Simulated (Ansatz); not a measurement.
These are PBE (plane waves to 420 eV, PAW; Ansatz, a program for electronic structure) values and carry that method's errors.

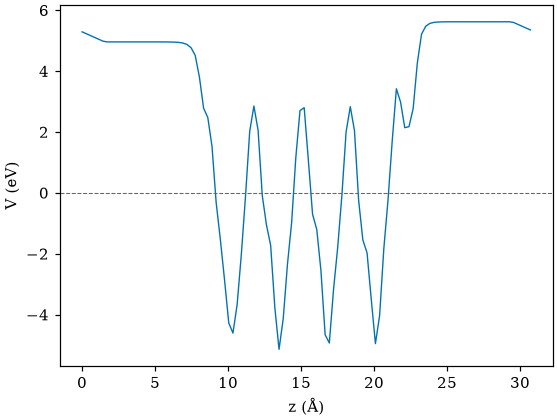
Fig. 1. Plane-averaged electrostatic potential energy along the normal, in eV from the highest filled level, for the (111)A surface of zinc-blende AlAs, Al-terminated, 2x2 with 3 OH on 4 top atoms (bottom of the slab: 3 H on 4 bottom sites)

Model: 41-atom slab, 14.8 Å thick at the start with caps and adatoms, 3x3x1 mesh, Fermi-Dirac 0.025 eV, dipole correction, 8 atoms held, the rest relaxed; no symmetry held; no spin, no spin-orbit, no U. It is one candidate, not shown to be the stable structure of the face.

The vacuum level lies 5.62 eV above the highest filled level over the top face and 4.96 eV above it under the bottom face.
